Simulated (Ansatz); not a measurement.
Take Ga2O3 in the corundum structure (space group R-3c, No. 167; a = 4.950 Å, c = 13.306 Å (hexagonal axes)) as the base.

One thing is altered: an isotropic linear strain of +3.00 %, atoms relaxed at fixed cell.

Calculations: LDA (Ansatz, a quantum-chemistry and plane-wave program), no SOC.

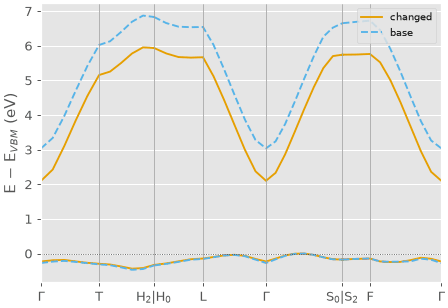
Figure: Highest valence and lowest conduction band along the path, each from its own valence-band maximum

Question: From the figure, how large is the changed gap, and is it direct?

Answer: About 2.1 eV, indirect, Γ–S₀ (50 % along) → Γ.

Gaps are Kohn–Sham eigenvalue differences; semilocal functionals usually give less than the measured gap. No phonon test of stability was made.
